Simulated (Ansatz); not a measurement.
Geometry relaxation of C₄H₉NSi (part 2 of 3)

Continued. System: C₄H₉NSi, SMILES C=C=CC[SiH2]N. Method: RKS B3LYP/STO-3G (Ansatz 0.2.0). It belongs to a series of runs on one base structure; here: end point A relaxed.

Geometry of the input (Å):
```
C  -0.4197  -2.9480  -0.0286
C  0.2549  -1.8540  0.1772
C  0.9487  -0.7888  0.3780
C  1.1494  0.3983  -0.5451
Si 0.0448  1.8589  -0.0728
N  -1.6250  1.5475  -0.0808
H  -0.2060  -3.8456  0.4396
H  -1.2776  -2.8401  -0.7209
H  1.5829  -0.7355  1.3420
H  2.1287  0.6974  -0.5658
H  0.7928  0.0797  -1.5373
H  0.3577  2.2919  1.3493
H  0.2152  3.0406  -0.9757
H  -2.1549  2.3281  0.3420
H  -1.8138  0.7187  0.5281
```

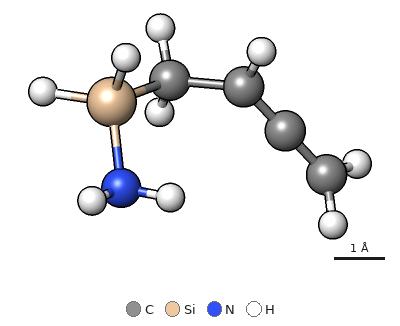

The geometry at step 17 of the log (ball-and-stick view, seen at a tilt).

Trajectory as extended XYZ, continued
```
15
Properties=species:S:1:pos:R:3:forces:R:3 step=8 energy=-13498.13896
C    -0.4577   -2.9368   -0.0912   -0.1280  -0.1690  -0.0478
C     0.1969   -1.8357    0.1886   -0.0016   0.0555   0.0271
C     0.8204   -0.7162    0.4862    0.0172   0.1013   0.1342
C     1.1369    0.4151   -0.5061    0.1070   0.0144  -0.0180
Si    0.1264    1.9542   -0.0973   -0.2144  -0.0618  -0.0296
N    -1.5654    1.4174   -0.0725   -0.0788   0.1276   0.0026
H     0.0515   -3.8639   -0.3996   -0.0504   0.0626   0.0469
H    -1.5584   -2.9862   -0.0295    0.1386  -0.0244  -0.0538
H     1.1013   -0.5251    1.5371    0.1034  -0.0621  -0.0414
H     2.2064    0.6723   -0.4421    0.0925  -0.1109  -0.0232
H     0.9336    0.0667   -1.5294   -0.0027   0.0737   0.0079
H     0.6030    2.4943    1.1664    0.0240   0.0023  -0.0136
H     0.2471    2.9854   -1.1035    0.0560  -0.0071  -0.0036
H    -2.1882    2.1750    0.3050   -0.0568   0.0219   0.0007
H    -1.6757    0.6324    0.6171   -0.0060  -0.0240   0.0118
15
Properties=species:S:1:pos:R:3:forces:R:3 step=9 energy=-13498.14897
C    -0.4211   -2.9755   -0.0909   -0.1163  -0.0311  -0.0414
C     0.2182   -1.8633    0.1858    0.0391   0.0577   0.0625
C     0.8257   -0.7339    0.4855    0.0177  -0.1023   0.0972
C     1.1214    0.3992   -0.5068   -0.1753   0.2793   0.1665
Si    0.1172    1.9490   -0.0781    0.0819  -0.0845  -0.0666
N    -1.5878    1.4772   -0.0689   -0.0456  -0.0849  -0.0494
H     0.0997   -3.8952   -0.4040   -0.0885   0.0840   0.0419
H    -1.5216   -3.0278   -0.0263    0.1493  -0.1005  -0.0439
H     1.1294   -0.5537    1.5323    0.0508  -0.0215  -0.0554
H     2.1917    0.6506   -0.4722    0.1389  -0.0460  -0.0205
H     0.8807    0.0709   -1.5239    0.0119  -0.0648  -0.1493
H     0.6017    2.4695    1.1905    0.0193   0.0055  -0.0014
H     0.2747    2.9782   -1.0800    0.0440   0.0278  -0.0031
H    -2.1978    2.2724    0.2353   -0.0928   0.1045   0.0443
H    -1.7541    0.7314    0.6507   -0.0345  -0.0233   0.0185
15
Properties=species:S:1:pos:R:3:forces:R:3 step=10 energy=-13498.15490
C    -0.4028   -2.9953   -0.0875   -0.2136   0.0588  -0.0306
C     0.2264   -1.8777    0.1933   -0.0099   0.0401   0.0498
C     0.8220   -0.7421    0.4936    0.1225  -0.1148   0.0194
C     1.1029    0.3968   -0.5004   -0.1653   0.1625   0.1526
Si    0.1134    1.9544   -0.0730    0.0400  -0.0533  -0.0307
N    -1.6025    1.5139   -0.0767   -0.0422  -0.0284  -0.0329
H     0.1190   -3.9011   -0.4281    0.0051   0.0035   0.0186
H    -1.5018   -3.0685   -0.0081    0.1720  -0.0576  -0.0176
H     1.1665   -0.5784    1.5298   -0.0063   0.0183  -0.0234
H     2.1764    0.6397   -0.4800    0.1011  -0.0185  -0.0078
H     0.8524    0.0668   -1.5149   -0.0031  -0.0613  -0.1392
H     0.6060    2.4660    1.1956   -0.0079   0.0034   0.0251
H     0.3028    2.9832   -1.0699    0.0123   0.0169  -0.0127
H    -2.2087    2.3194    0.2148    0.0050   0.0483   0.0141
H    -1.7939    0.7721    0.6407   -0.0098  -0.0178   0.0153
15
Properties=species:S:1:pos:R:3:forces:R:3 step=11 energy=-13498.15667
C    -0.3859   -3.0147   -0.0947    0.1218  -0.0841   0.0921
C     0.2391   -1.8951    0.1900   -0.0539   0.0289   0.0259
C     0.8332   -0.7585    0.4905    0.0407  -0.1129   0.0540
C     1.0825    0.3916   -0.4979   -0.0404   0.1081   0.0118
Si    0.1097    1.9564   -0.0609   -0.0238   0.0172   0.0032
N    -1.6209    1.5604   -0.0908   -0.0365   0.0075   0.0117
H     0.1470   -3.9176   -0.4362   -0.0693   0.1194  -0.0058
H    -1.4725   -3.1166    0.0349   -0.0370  -0.0238  -0.0674
H     1.1973   -0.6052    1.5227   -0.0072   0.0231  -0.0692
H     2.1600    0.6288   -0.4992    0.0074   0.0173  -0.0134
H     0.8152    0.0653   -1.5125    0.0076  -0.0338  -0.0350
H     0.5949    2.4487    1.2194   -0.0160  -0.0198   0.0065
H     0.3388    2.9944   -1.0441   -0.0171  -0.0449   0.0267
H    -2.2113    2.3880    0.1838    0.1042  -0.0986   0.0029
H    -1.8492    0.8230    0.6241    0.0196   0.0962  -0.0439
15
Properties=species:S:1:pos:R:3:forces:R:3 step=12 energy=-13498.15946
C    -0.3916   -3.0078   -0.0824    0.0113   0.0175  -0.0155
C     0.2373   -1.8894    0.1983   -0.0645   0.0087   0.0273
C     0.8372   -0.7549    0.4931    0.0362  -0.0587   0.0304
C     1.0866    0.3946   -0.4986    0.0163  -0.0120  -0.0415
Si    0.1083    1.9539   -0.0654   -0.0406   0.0325   0.0179
N    -1.6211    1.5499   -0.0946    0.0013   0.0269  -0.0271
H     0.1332   -3.9051   -0.4416    0.0058   0.0172   0.0102
H    -1.4822   -3.1027    0.0256    0.0065  -0.0118  -0.0077
H     1.2026   -0.5972    1.5231    0.0070   0.0207  -0.0273
H     2.1644    0.6339   -0.4963   -0.0210   0.0162  -0.0049
H     0.8274    0.0607   -1.5143    0.0000   0.0022   0.0134
H     0.5912    2.4454    1.2159   -0.0176  -0.0102   0.0062
H     0.3337    2.9931   -1.0474   -0.0140  -0.0334   0.0184
H    -2.2093    2.3705    0.2013    0.0642  -0.0461  -0.0004
H    -1.8395    0.8042    0.6129    0.0091   0.0302   0.0006
15
Properties=species:S:1:pos:R:3:forces:R:3 step=13 energy=-13498.16008
C    -0.3816   -3.0186   -0.0757   -0.0253  -0.0025  -0.0112
C     0.2342   -1.8932    0.2047   -0.0107   0.0134  -0.0163
C     0.8323   -0.7556    0.4903    0.0299   0.0375   0.0752
C     1.0763    0.3938   -0.5053   -0.0400  -0.0720   0.0106
Si    0.1122    1.9583   -0.0609   -0.0440   0.0278   0.0126
N    -1.6206    1.5731   -0.1066    0.0256   0.0099  -0.0620
H     0.1524   -3.9127   -0.4305    0.0075   0.0343   0.0189
H    -1.4715   -3.1235    0.0292    0.0053  -0.0171  -0.0097
H     1.1920   -0.5850    1.5204    0.0145  -0.0086  -0.0313
H     2.1546    0.6261   -0.5177    0.0128   0.0189  -0.0048
H     0.8000    0.0590   -1.5146    0.0034  -0.0002  -0.0556
H     0.5892    2.4274    1.2302   -0.0058   0.0029   0.0160
H     0.3537    3.0067   -1.0286   -0.0013  -0.0251   0.0160
H    -2.2012    2.3862    0.2192    0.0381   0.0077   0.0029
H    -1.8440    0.8071    0.5752   -0.0103  -0.0267   0.0388
15
Properties=species:S:1:pos:R:3:forces:R:3 step=14 energy=-13498.16110
C    -0.3812   -3.0183   -0.0720    0.0009  -0.0025  -0.0195
C     0.2347   -1.8927    0.2073   -0.0204   0.0063  -0.0093
C     0.8354   -0.7559    0.4901    0.0423   0.0246   0.0466
C     1.0729    0.3929   -0.5078    0.0136  -0.0763  -0.0039
Si    0.1110    1.9563   -0.0569   -0.0361   0.0306  -0.0025
N    -1.6228    1.5766   -0.1132    0.0172   0.0008  -0.0472
H     0.1549   -3.9118   -0.4246    0.0069   0.0293   0.0016
H    -1.4707   -3.1251    0.0293   -0.0144  -0.0150   0.0137
H     1.2067   -0.5877    1.5162   -0.0070   0.0041  -0.0201
H     2.1513    0.6272   -0.5248   -0.0067   0.0121  -0.0032
H     0.7941    0.0580   -1.5174   -0.0026   0.0112  -0.0136
H     0.5814    2.4182    1.2397   -0.0015  -0.0032   0.0029
H     0.3596    3.0074   -1.0198   -0.0019  -0.0174   0.0224
H    -2.1974    2.3930    0.2148    0.0165   0.0063   0.0055
H    -1.8517    0.8108    0.5681   -0.0070  -0.0109   0.0266
15
Properties=species:S:1:pos:R:3:forces:R:3 step=15 energy=-13498.16213
C    -0.3784   -3.0195   -0.0638    0.0543  -0.0134  -0.0337
C     0.2365   -1.8929    0.2135   -0.0339  -0.0043   0.0047
C     0.8427   -0.7576    0.4902    0.0400   0.0060   0.0059
C     1.0661    0.3897   -0.5127    0.0586  -0.0466  -0.0228
Si    0.1087    1.9516   -0.0487   -0.0081   0.0433  -0.0166
N    -1.6282    1.5873   -0.1299    0.0058  -0.0167  -0.0088
H     0.1606   -3.9044   -0.4338   -0.0010   0.0181   0.0147
H    -1.4642   -3.1387    0.0537   -0.0445   0.0026   0.0124
H     1.2301   -0.5902    1.5106   -0.0036   0.0040  -0.0267
H     2.1446    0.6276   -0.5412   -0.0438  -0.0045   0.0047
H     0.7791    0.0558   -1.5220   -0.0056   0.0171   0.0561
H     0.5667    2.3948    1.2599   -0.0039  -0.0149  -0.0215
H     0.3766    3.0116   -0.9969   -0.0101  -0.0132   0.0313
H    -2.1909    2.4116    0.2008   -0.0094  -0.0065   0.0056
H    -1.8720    0.8225    0.5497    0.0051   0.0289  -0.0053
15
Properties=species:S:1:pos:R:3:forces:R:3 step=16 energy=-13498.16255
C    -0.3784   -3.0181   -0.0615    0.0428  -0.0225  -0.0034
C     0.2362   -1.8915    0.2160   -0.0217   0.0001   0.0060
C     0.8467   -0.7577    0.4893    0.0318   0.0100  -0.0090
C     1.0644    0.3887   -0.5157    0.0510  -0.0259  -0.0308
Si    0.1081    1.9499   -0.0461    0.0181   0.0296   0.0038
N    -1.6292    1.5904   -0.1393   -0.0032  -0.0175  -0.0004
H     0.1629   -3.9027   -0.4282   -0.0043   0.0128  -0.0036
H    -1.4636   -3.1407    0.0605   -0.0321   0.0075   0.0071
H     1.2403   -0.5893    1.5070   -0.0091  -0.0003  -0.0207
H     2.1423    0.6281   -0.5511   -0.0417  -0.0097   0.0056
H     0.7704    0.0551   -1.5231    0.0009   0.0112   0.0553
H     0.5606    2.3797    1.2689   -0.0074  -0.0103  -0.0222
H     0.3825    3.0181   -0.9821   -0.0050  -0.0068   0.0164
H    -2.1882    2.4149    0.1970   -0.0231   0.0060   0.0014
H    -1.8768    0.8243    0.5376    0.0030   0.0157  -0.0054
15
Properties=species:S:1:pos:R:3:forces:R:3 step=17 energy=-13498.16289
C    -0.3775   -3.0181   -0.0572    0.0410  -0.0255  -0.0149
C     0.2377   -1.8915    0.2185   -0.0064   0.0071   0.0132
C     0.8528   -0.7591    0.4882    0.0157  -0.0071   0.0012
C     1.0635    0.3866   -0.5177    0.0191   0.0277  -0.0254
Si    0.1074    1.9478   -0.0422    0.0329   0.0114   0.0131
N    -1.6303    1.5929   -0.1472   -0.0124  -0.0266   0.0164
H     0.1641   -3.9006   -0.4296   -0.0211   0.0176   0.0052
H    -1.4625   -3.1413    0.0693   -0.0177   0.0013   0.0069
H     1.2526   -0.5904    1.5035   -0.0086  -0.0049  -0.0231
H     2.1405    0.6277   -0.5606   -0.0310  -0.0116   0.0020
H     0.7608    0.0545   -1.5226    0.0104  -0.0005   0.0384
H     0.5543    2.3667    1.2780   -0.0076  -0.0091  -0.0172
H     0.3876    3.0233   -0.9673   -0.0001  -0.0043   0.0028
H    -2.1888    2.4201    0.1839   -0.0176   0.0067  -0.0025
H    -1.8840    0.8305    0.5321    0.0033   0.0179  -0.0160
15
Properties=species:S:1:pos:R:3:forces:R:3 step=18 energy=-13498.16305
C    -0.3794   -3.0155   -0.0579    0.0368  -0.0284   0.0294
C     0.2403   -1.8910    0.2169    0.0001   0.0121   0.0164
C     0.8609   -0.7612    0.4858   -0.0078  -0.0298   0.0031
C     1.0653    0.3864   -0.5177   -0.0131   0.0689  -0.0073
Si    0.1065    1.9460   -0.0375    0.0255  -0.0145   0.0027
N    -1.6309    1.5907   -0.1523   -0.0218  -0.0213   0.0324
H     0.1591   -3.8985   -0.4336   -0.0302   0.0161  -0.0058
H    -1.4627   -3.1389    0.0852   -0.0015   0.0030  -0.0178
H     1.2673   -0.5964    1.4987    0.0005  -0.0074  -0.0161
H     2.1409    0.6296   -0.5648   -0.0067  -0.0046  -0.0010
H     0.7579    0.0557   -1.5208    0.0092  -0.0060   0.0075
H     0.5475    2.3588    1.2860   -0.0031  -0.0061  -0.0068
H     0.3893    3.0254   -0.9567    0.0029   0.0024  -0.0036
H    -2.1933    2.4218    0.1639    0.0043  -0.0083  -0.0073
H    -1.8906    0.8364    0.5342    0.0049   0.0240  -0.0259
15
Properties=species:S:1:pos:R:3:forces:R:3 step=19 energy=-13498.16327
C    -0.3802   -3.0137   -0.0500   -0.0097   0.0155  -0.0175
C     0.2435   -1.8904    0.2207    0.0060   0.0109   0.0220
C     0.8696   -0.7626    0.4851   -0.0241  -0.0393   0.0038
C     1.0659    0.3864   -0.5181   -0.0270   0.0699   0.0045
Si    0.1050    1.9438   -0.0339    0.0183  -0.0356   0.0029
N    -1.6321    1.5882   -0.1589   -0.0238  -0.0034   0.0376
H     0.1521   -3.8932   -0.4406   -0.0152  -0.0143   0.0068
H    -1.4647   -3.1330    0.0931    0.0303  -0.0019   0.0030
H     1.2856   -0.5998    1.4939    0.0071  -0.0047   0.0037
H     2.1401    0.6320   -0.5706    0.0158   0.0019  -0.0007
H     0.7545    0.0548   -1.5190    0.0018  -0.0075  -0.0193
H     0.5403    2.3479    1.2940   -0.0027   0.0004  -0.0033
H     0.3916    3.0276   -0.9462    0.0040   0.0074  -0.0068
H    -2.1965    2.4217    0.1484    0.0143  -0.0156  -0.0118
H    -1.8967    0.8392    0.5313    0.0050   0.0165  -0.0249
15
Properties=species:S:1:pos:R:3:forces:R:3 step=20 energy=-13498.16325 accepted=F
C    -0.3902   -3.0008   -0.0448   -0.0342  -0.0396  -0.0071
C     0.2451   -1.8844    0.2239   -0.0634  -0.1183  -0.0389
C     0.8806   -0.7639    0.4822    0.1336   0.1873   0.0371
C     1.0722    0.3912   -0.5188   -0.0006  -0.0362   0.0154
Si    0.1019    1.9390   -0.0310   -0.0168   0.0015  -0.0055
N    -1.6327    1.5793   -0.1658    0.0271  -0.0055  -0.0237
H     0.1270   -3.8846   -0.4452    0.0012  -0.0028  -0.0025
H    -1.4723   -3.1128    0.1158   -0.0008  -0.0023   0.0056
H     1.3181   -0.6092    1.4836   -0.0168  -0.0015  -0.0032
H     2.1454    0.6440   -0.5672   -0.0039  -0.0121   0.0055
H     0.7676    0.0573   -1.5214   -0.0068   0.0185  -0.0048
H     0.5277    2.3392    1.3006    0.0065  -0.0007   0.0051
H     0.3885    3.0286   -0.9363    0.0044   0.0109  -0.0056
H    -2.2014    2.4074    0.1445   -0.0150  -0.0060   0.0120
H    -1.8993    0.8188    0.5091   -0.0144   0.0067   0.0106
15
Properties=species:S:1:pos:R:3:forces:R:3 step=21 energy=-13498.16337
C    -0.3806   -3.0121   -0.0506   -0.0078   0.0064  -0.0019
C     0.2488   -1.8916    0.2183   -0.0098  -0.0078   0.0144
C     0.8747   -0.7642    0.4833    0.0103  -0.0088  -0.0035
C     1.0679    0.3880   -0.5182    0.0129   0.0072  -0.0309
Si    0.1019    1.9393   -0.0313    0.0295  -0.0102  -0.0044
N    -1.6331    1.5854   -0.1559   -0.0406  -0.0021   0.0107
H     0.1437   -3.8967   -0.4399   -0.0018  -0.0050  -0.0059
H    -1.4645   -3.1255    0.0985    0.0113  -0.0023   0.0049
H     1.2961   -0.6049    1.4907   -0.0050   0.0013  -0.0030
H     2.1415    0.6379   -0.5692    0.0009  -0.0001   0.0142
H     0.7627    0.0553   -1.5215   -0.0116   0.0075   0.0141
H     0.5390    2.3408    1.2959    0.0006   0.0064   0.0151
H     0.3843    3.0260   -0.9412    0.0087   0.0118  -0.0108
H    -2.1966    2.4258    0.1312   -0.0034  -0.0233  -0.0006
H    -1.9077    0.8455    0.5392    0.0058   0.0189  -0.0125
15
Properties=species:S:1:pos:R:3:forces:R:3 step=22 energy=-13498.16357
C    -0.3865   -3.0071   -0.0463   -0.0004   0.0013  -0.0003
C     0.2468   -1.8885    0.2216   -0.0003   0.0040  -0.0014
C     0.8793   -0.7637    0.4823   -0.0017  -0.0071   0.0017
C     1.0699    0.3904   -0.5181   -0.0050   0.0064   0.0033
Si    0.1030    1.9408   -0.0301    0.0137   0.0050   0.0032
N    -1.6312    1.5824   -0.1646   -0.0265  -0.0027   0.0047
H     0.1318   -3.8882   -0.4517    0.0008  -0.0048   0.0141
H    -1.4673   -3.1233    0.1202   -0.0002   0.0052  -0.0110
H     1.3086   -0.6072    1.4867    0.0120  -0.0059  -0.0041
H     2.1436    0.6402   -0.5686   -0.0032  -0.0022   0.0000
H     0.7616    0.0595   -1.5206    0.0006   0.0023  -0.0009
H     0.5319    2.3406    1.3010   -0.0014  -0.0015   0.0002
H     0.3913    3.0299   -0.9363   -0.0020   0.0004  -0.0004
H    -2.2020    2.4130    0.1358    0.0065   0.0025  -0.0048
H    -1.9026    0.8303    0.5180    0.0071  -0.0028  -0.0045
15
Properties=species:S:1:pos:R:3:forces:R:3 step=23 energy=-13498.16370
C    -0.3893   -3.0038   -0.0437   -0.0149   0.0009   0.0060
C     0.2475   -1.8869    0.2228   -0.0014  -0.0055  -0.0072
C     0.8852   -0.7645    0.4807    0.0052   0.0076   0.0045
C     1.0708    0.3914   -0.5186   -0.0042   0.0024   0.0176
Si    0.1022    1.9402   -0.0276   -0.0020  -0.0053   0.0060
N    -1.6318    1.5803   -0.1696   -0.0133   0.0061   0.0042
H     0.1266   -3.8872   -0.4470   -0.0033  -0.0019  -0.0015
H    -1.4709   -3.1163    0.1230    0.0158   0.0007  -0.0001
H     1.3239   -0.6115    1.4815   -0.0033   0.0003   0.0040
H     2.1438    0.6426   -0.5715    0.0065   0.0025  -0.0055
H     0.7596    0.0612   -1.5200    0.0007  -0.0004  -0.0184
H     0.5260    2.3352    1.3066   -0.0010  -0.0007  -0.0029
H     0.3933    3.0324   -0.9293   -0.0024  -0.0001   0.0006
H    -2.2050    2.4094    0.1307    0.0135  -0.0005  -0.0053
H    -1.9040    0.8267    0.5110    0.0042  -0.0061  -0.0020
15
Properties=species:S:1:pos:R:3:forces:R:3 step=24 energy=-13498.16374
C    -0.3905   -3.0021   -0.0427   -0.0154  -0.0029   0.0054
C     0.2488   -1.8864    0.2227   -0.0070  -0.0168  -0.0113
C     0.8879   -0.7649    0.4798    0.0110   0.0283   0.0077
C     1.0722    0.3919   -0.5190    0.0024  -0.0107   0.0128
Si    0.1015    1.9386   -0.0268   -0.0024   0.0015   0.0022
N    -1.6321    1.5786   -0.1702   -0.0063   0.0035  -0.0048
H     0.1224   -3.8865   -0.4476   -0.0002  -0.0010  -0.0002
H    -1.4718   -3.1127    0.1267    0.0118   0.0014  -0.0010
H     1.3273   -0.6120    1.4805   -0.0010  -0.0014  -0.0008
H     2.1449    0.6448   -0.5717    0.0035   0.0014  -0.0018
H     0.7624    0.0618   -1.5210   -0.0023   0.0013  -0.0113
H     0.5244    2.3323    1.3080    0.0001   0.0000   0.0007
H     0.3916    3.0323   -0.9269   -0.0005   0.0011   0.0000
H    -2.2051    2.4084    0.1277    0.0055  -0.0009  -0.0001
H    -1.9058    0.8251    0.5098    0.0007  -0.0047   0.0026
15
Properties=species:S:1:pos:R:3:forces:R:3 step=25 energy=-13498.16376
C    -0.3923   -3.0003   -0.0417   -0.0097  -0.0047   0.0089
C     0.2489   -1.8855    0.2228   -0.0035  -0.0117  -0.0117
C     0.8898   -0.7647    0.4791    0.0072   0.0221   0.0038
C     1.0734    0.3926   -0.5195    0.0025  -0.0102   0.0109
Si    0.1013    1.9379   -0.0261   -0.0014   0.0056   0.0012
N    -1.6319    1.5771   -0.1720   -0.0007  -0.0008  -0.0069
H     0.1187   -3.8855   -0.4475    0.0001   0.0012  -0.0005
H    -1.4730   -3.1100    0.1309    0.0063   0.0021  -0.0027
H     1.3309   -0.6126    1.4791   -0.0002  -0.0016  -0.0022
H     2.1459    0.6463   -0.5722    0.0010   0.0007  -0.0009
H     0.7636    0.0632   -1.5219   -0.0014  -0.0008  -0.0062
H     0.5224    2.3301    1.3097   -0.0003  -0.0005   0.0000
H     0.3915    3.0332   -0.9243   -0.0004  -0.0002   0.0010
H    -2.2055    2.4058    0.1276    0.0008   0.0017   0.0023
H    -1.9056    0.8214    0.5055   -0.0004  -0.0030   0.0031
```
